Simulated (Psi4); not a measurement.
# CHClF2 (difluorochloromethane): TPSS/6-311+G(d,p)

Aim: the vertical singlet–triplet gap of CHClF2 (difluorochloromethane) at TPSS/6-311+G**, from 2 runs. 

The results are computed with Psi4 1.11.

3 further runs of the same task are left out: 2 that didn't finish, 1 set aside as unsound or not needed.

## 1. Starting point

CHClF2 has 5 atoms, charge 0, and is taken as a singlet. SMILES: `FC(F)Cl`. The coordinates come from a PBE0-D4/def2-TZVP relaxation.

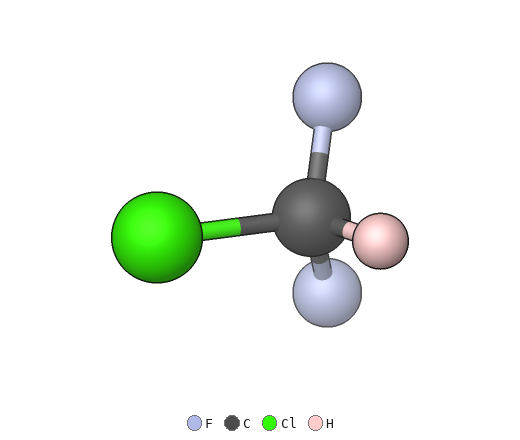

Viewed from a chosen angle; fluorine light blue, carbon dark grey, chlorine green, hydrogen pink.

## 2. Energy and gradient at TPSS/6-311+G(d,p)

run_ase.py reads:

```python
import numpy as np
from ase.calculators.psi4 import Psi4
from ase import Atoms

mol = Atoms(['F', 'C', 'F', 'Cl', 'H'], positions=[
    [0.038900, -0.568100, 1.222300],
    [0.109400, 0.023600, 0.028300],
    [0.844200, -0.745900, -0.776900],
    [-1.511000, 0.208900, -0.640800],
    [0.568600, 1.007800, 0.125800],
])
calc = Psi4(atoms=mol, method='tpss', basis='6-311+G**', memory='1600MB', num_threads=1, charge=0, multiplicity=1, label='chclf2', reference='rks')
calc.psi4.set_options({'puream': True, 'e_convergence': 1e-09, 'd_convergence': 1e-08, 'scf_type': 'pk', 'dft_radial_points': 99, 'dft_spherical_points': 590})
mol.calc = calc

forces = mol.get_forces()
print(f'energy: {mol.get_potential_energy():.6f} eV')
print('forces / eV A^-1')
print(np.round(forces, 5))
```

Run with:

```bash
$ python run_ase.py
```

chclf2.dat:

```text
[...]
  Running in c1 symmetry.
[...]
  Nuclear repulsion =  168.406744960820134
[...]
  Multiplicity = 1
[...]
  Nalpha       = 21
  Nbeta        = 21
[...]
    Number of basis functions: 102
[...]
   @RKS iter   1:  -698.63978745489896   -6.75027e-02   4.62368e-03 DIIS/ADIIS
[...]
   @RKS iter  12:  -698.71407243809858    1.13687e-13   8.73427e-10 DIIS
[...]
    Orbital Energies [Eh]
    ---------------------
    Doubly Occupied:
       1A   -101.035583     2A    -24.453923     3A    -24.453882
       4A    -10.219127     5A     -9.273355     6A     -7.055860
       7A     -7.044276     8A     -7.044109     9A     -1.231728
      10A     -1.169198    11A     -0.826231    12A     -0.655616
      13A     -0.550198    14A     -0.541210    15A     -0.506799
      16A     -0.408520    17A     -0.405184    18A     -0.386430
      19A     -0.345625    20A     -0.306732    21A     -0.306475
[...]
  @RKS Final Energy:  -698.71407243809858
   => Energetics <=
    Nuclear Repulsion Energy =            168.4067449608201343
    One-Electron Energy =               -1300.2825178074863288
    Two-Electron Energy =                 488.1822780872288376
    DFT Exchange-Correlation Energy =     -55.0205776786612333
    Empirical Dispersion Energy =           0.0000000000000000
    VV10 Nonlocal Energy =                  0.0000000000000000
    Total Energy =                       -698.7140724380985830
[...]
 Multipole Moments:
 ------------------------------------------------------------------------------------
     Multipole            Electronic (a.u.)      Nuclear  (a.u.)        Total (a.u.)
 ------------------------------------------------------------------------------------
 L = 1.  Multiply by 2.5417464519 to convert [e a0] to [Debye]
 Dipole X            :         -0.1302199            0.3419783            0.2117583
 Dipole Y            :         -1.0933605            1.6382840            0.5449235
 Dipole Z            :          0.0445814           -0.0079884            0.0365930
 Magnitude           :                                                    0.5857664
[...]
  -Total Gradient:
     Atom            X                  Y                   Z
    ------   -----------------  -----------------  -----------------
       1        0.000726352164     0.008535525760    -0.017998327172
       2       -0.001516777331    -0.017080203788     0.000841924548
       3       -0.011373486328     0.011234145121     0.012007883322
       4        0.012892015382    -0.001763855896     0.005355085696
       5       -0.000668876382    -0.000887117299    -0.000186097494
[...]
```

The script printed:

```text
energy: -19012.978346 eV
forces / eV A^-1
[[-0.03735 -0.43891  0.92551]
 [ 0.078    0.8783  -0.04329]
 [ 0.58485 -0.57768 -0.61747]
 [-0.66293  0.0907  -0.27537]
 [ 0.0344   0.04562  0.00957]]
```

Wall time 81 s (1 thread of Intel Xeon Platinum 8259CL at 2.50GHz (Skylake/Cascade Lake), shared host); peak memory 0.72 GiB.

## 3. The triplet, same level

input.in reads:

```
memory 1600 mb

molecule molecule1 {
  0 3
  F      0.038900    -0.568100     1.222300
  C      0.109400     0.023600     0.028300
  F      0.844200    -0.745900    -0.776900
  Cl    -1.511000     0.208900    -0.640800
  H      0.568600     1.007800     0.125800
  units angstrom
  symmetry c1
}

set {
  basis 6-311+G**
  reference uks
  puream true
  e_convergence 1e-09
  d_convergence 1e-08
  scf_type pk
  dft_radial_points 99
  dft_spherical_points 590
  maxiter 100
}

e, wfn = gradient('tpss', return_wfn=True)
oeprop(wfn, 'MULLIKEN_CHARGES', 'WIBERG_LOWDIN_INDICES', 'MAYER_INDICES')
```

Run with:

```bash
$ psi4 -n 1 input.in input.out
```

input.out:

```text
[...]
  Running in c1 symmetry.
[...]
  Nuclear repulsion =  168.406744960820134
[...]
  Multiplicity = 3
[...]
  Nalpha       = 22
  Nbeta        = 20
[...]
    Number of basis functions: 102
[...]
   @UKS iter   1:  -698.30828037279809    2.64004e-01   5.58976e-03 ADIIS/DIIS
[...]
   @UKS iter  23:  -698.44667778279529    2.50679e-10   9.92420e-09 DIIS
[...]
   @S^2 Observed:                2.003501072E+00
[...]
  @UKS Final Energy:  -698.44667778279529
   => Energetics <=
    Nuclear Repulsion Energy =            168.4067449608201343
    One-Electron Energy =               -1299.4042965424469003
    Two-Electron Energy =                 487.5780422520769548
    DFT Exchange-Correlation Energy =     -55.0271684532454657
    Empirical Dispersion Energy =           0.0000000000000000
    VV10 Nonlocal Energy =                  0.0000000000000000
    Total Energy =                       -698.4466777827952910
[...]
 Multipole Moments:
 ------------------------------------------------------------------------------------
     Multipole            Electronic (a.u.)      Nuclear  (a.u.)        Total (a.u.)
 ------------------------------------------------------------------------------------
 L = 1.  Multiply by 2.5417464519 to convert [e a0] to [Debye]
 Dipole X            :         -0.1838023            0.3419783            0.1581759
 Dipole Y            :         -1.2189093            1.6382840            0.4193747
 Dipole Z            :          0.0344251           -0.0079884            0.0264367
 Magnitude           :                                                    0.4489919
[...]
  -Total Gradient:
     Atom            X                  Y                   Z
    ------   -----------------  -----------------  -----------------
       1       -0.004232917259     0.010450360212    -0.032295334111
       2       -0.118532729054     0.021189335958    -0.049633049230
       3       -0.024735466309     0.014952062882     0.018387330494
       4        0.156930203862    -0.025280886750     0.065412784589
       5       -0.009369735039    -0.021272637546    -0.001851198358
[...]
  Mulliken Charges: (a.u.)
   Center  Symbol    Alpha    Beta     Spin     Total
       1     F     4.53973  4.52439  0.01534 -0.06412
       2     C     3.39636  2.96959  0.42677 -0.36594
       3     F     4.53935  4.52404  0.01531 -0.06339
       4    CL     9.07071  7.65309  1.41762  0.27620
       5     H     0.45385  0.32889  0.12496  0.21725
   Total alpha = 22.00000, Total beta = 20.00000, Total charge = -0.00000
  Mayer Bond Indices:
  Total Bond Index:
[...]
```

Wall time 3.1 min (1 thread of Intel Xeon Platinum 8259CL at 2.50GHz (Skylake/Cascade Lake), shared host); peak memory 0.71 GiB.

## 4. Outcome

At TPSS/6-311+G**:

```
                                        quantity          value
                           singlet: total energy  -698.71407 Eh
                          singlet: dipole moment         1.49 D
                            singlet: HOMO energy       -8.34 eV
                            singlet: LUMO energy       -0.74 eV
                          singlet: HOMO–LUMO gap        7.60 eV
               singlet: largest force on an atom     1.028 eV/Å
                           triplet: total energy  -698.44668 Eh
                          triplet: dipole moment         1.14 D
     triplet: HOMO energy (highest over α and β)       -1.68 eV
                                   triplet: ⟨S²⟩          2.004
               triplet: largest force on an atom     8.839 eV/Å
vertical energy of the triplet above the singlet       7.276 eV
```

What this shows: At this shape the triplet lies 7.28 eV (702 kJ/mol) above the singlet. The largest force (singlet) is 1.03 eV/Å: the shape isn't a stationary point for this species at this level. Mulliken charges (triplet) run from -0.37 on C2 to +0.28 on Cl4; in a basis this large or diffuse they mean little.
